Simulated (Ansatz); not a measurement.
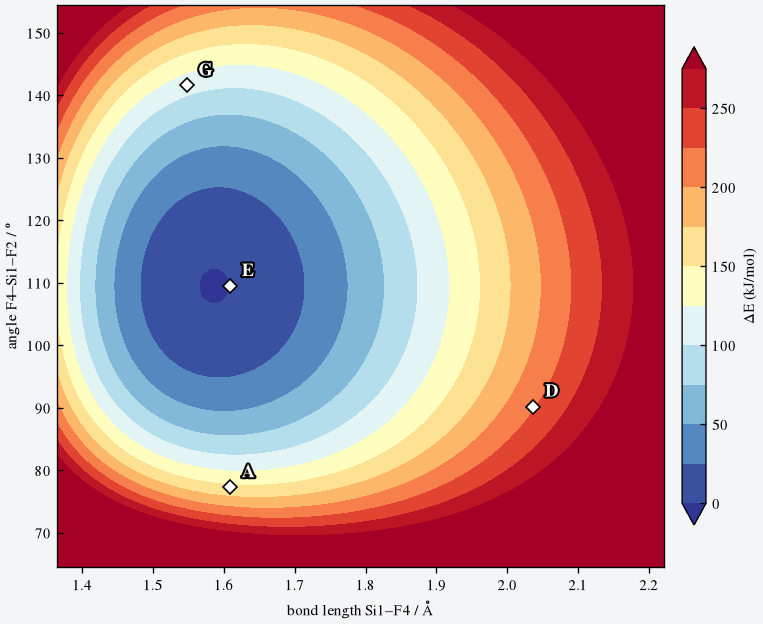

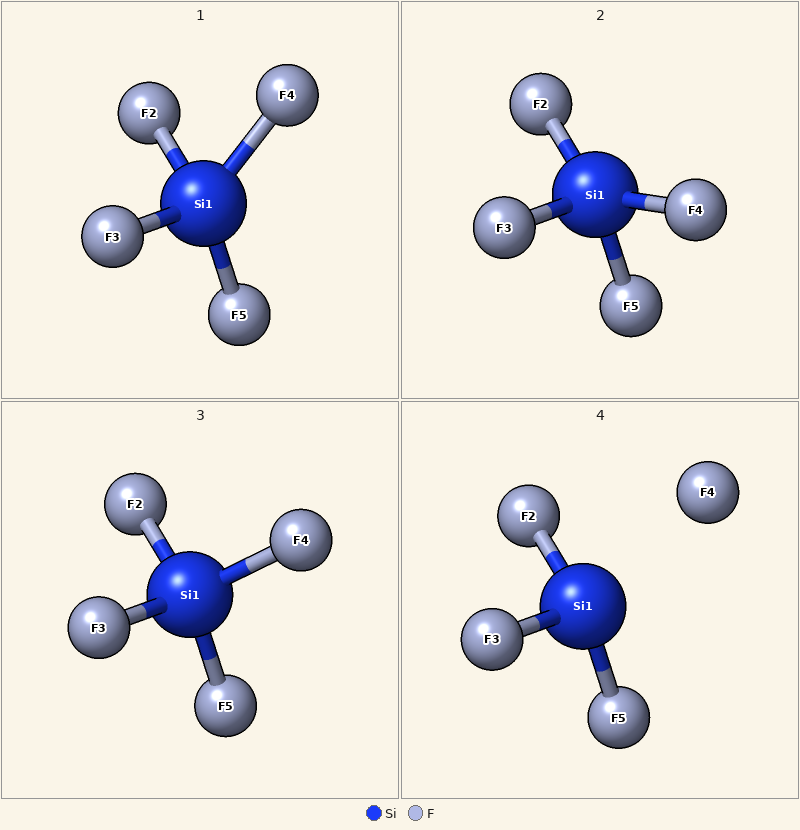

SiF4. The first coordinate is: bond length Si1–F4; the second: angle F4–Si1–F2. Nothing is relaxed (all other coordinates rigid). The grid has 15 × 15 points. Points are written as (first, second). Energies are in kJ/mol, from the lowest grid point. Theory: RKS PBE0-D4/def2-SVP (Ansatz).

In the figure: filled contours, one colour for all values above the top of the scale, lettered points. Between grid points the surface is interpolated. The numbered pictures are the structures at these points, in random order.

**Which structure belongs to which point?**

A is structure 1: (1.609 Å, 77.3°), 155 kJ/mol; D is structure 4: (2.037 Å, 90.2°), 223 kJ/mol; E is structure 3: (1.609 Å, 109.5°), 0 kJ/mol; G is structure 2: (1.548 Å, 141.6°), 111 kJ/mol.
